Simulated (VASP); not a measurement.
Here is the system:

```
Ga4AsP3
1.0
    0.00009     5.49028     5.48112
    5.49028     0.00009     5.48112
    2.74519     2.74519     0.00000
Ga P As
4 3 1
Direct
  0.00032   0.00032   0.99936
  0.00736   0.49726   0.99538
  0.49726   0.00736   0.99538
  0.49515   0.49515   0.00970
  0.12491   0.12491   0.25018
  0.12475   0.62510   0.25015
  0.62510   0.12475   0.25015
  0.62515   0.62515   0.24970
```

Method: PBEsol GGA, VASP's PBE PAW potentials (set 64) (plane waves; VASP). Settings: 400 eV cut-off, 4×4×8 Γ-centred mesh, tetrahedra with Blöchl corrections, potentials Ga_d P As.

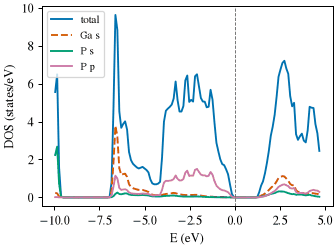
Figure: Total and projected density of states, zero at the valence-band maximum

Within 2 eV below the valence-band maximum the largest weight inside VASP's projection spheres is P p, then Ga p.

The gap is indirect, 1.25 eV, from the valence maximum at Γ to the conduction minimum at T.

The structure was generated: Ga4AsP3 was put into an ordered model structure (Amm2), which need not be its known phase. It was relaxed first.
